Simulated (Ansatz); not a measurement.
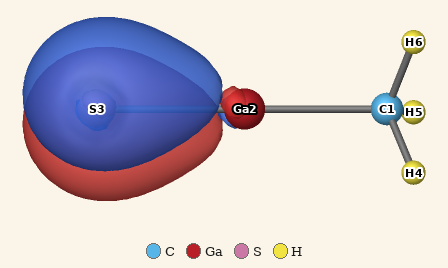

Figure 1: CH$_{3}$GaS (SMILES [CH3][Ga+][S-]). The HOMO at ±0.15 Å⁻³ᐟ² (red and blue are the two phases), seen from one side.

Geometry: BLYP-D3(BJ)/def2-SVP.

All numbers below come from isolated molecule in a Gaussian basis; Kohn-Sham density functional theory, functional PBE0 (Ansatz).

Input

```
crystal:
  periodic: [false, false, false]
  atoms:
    - {symbol: C, position_ang: [-1.137241, -1.450037, -1.251052]}
    - {symbol: Ga, position_ang: [0.354443, -0.186323, -1.500917]}
    - {symbol: S, position_ang: [1.901737, 1.124529, -1.760084]}
    - {symbol: H, position_ang: [-2.097363, -0.910067, -1.358023]}
    - {symbol: H, position_ang: [-1.073605, -2.248422, -2.014843]}
    - {symbol: H, position_ang: [-1.073829, -1.897356, -0.240740]}
basis:
  gaussian:
    orbitals: def2-TZVPD
hamiltonian:
  xc: pbe0
output: {forces: true, orbitals: {seedname: orbitals}}
```

Command:

```sh
ansatz run input.yaml --threads 2 --pin off --max-ram 4350MiB --events-out events.jsonl --progress --plain --runs-dir runs
```

Where does this orbital lie, and at what energy?

Answer. It lies mainly on S3 (about 80 %) and Ga2 (about 20 %). It is one of a degenerate set, so its orientation is arbitrary. Its energy is −6.83 eV.
